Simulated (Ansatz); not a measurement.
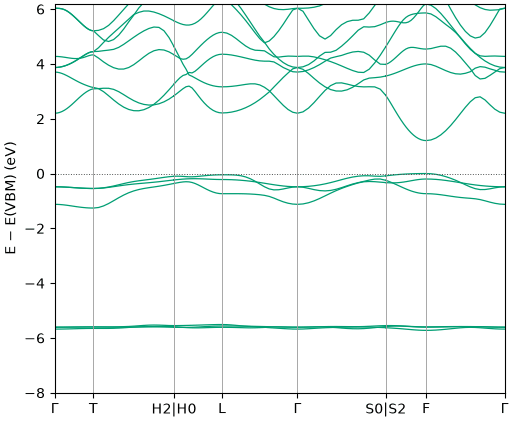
*Band structure from r²SCAN in the plane-wave PAW code Ansatz*

Read off the gap and where the band edges lie.

About 1.2 eV (1.20 eV by a search for the band edges); maximum at F, minimum at F.

Which compound is it?
A. ScTlTe2, R-3m (Sc on 3a, Tl on 3b, Te on 6c)
B. KNdO2, R-3m (K on 3a, Nd on 3b, O on 6c)
C. CrN, R-3m (Cr on 3a, N on 3b)
D. Ba2NF, R-3m (Ba on 6c, N on 3b, F on 3a)

D, Ba2NF, R-3m (Ba on 6c, N on 3b, F on 3a)

The first step of the workflow began from a Materials Project structure, measured or hypothetical; the Crystallography Open Database copy checked does not list it. Its standing as an ambient phase is unchecked. The cell was relaxed with r²SCAN under the symmetry of its start; its stability against distortions is not shown here. Scalar-relativistic: spin–orbit coupling is off unless named, which matters more the heavier the elements.

Potentials: the later of the program's two PAW sets.
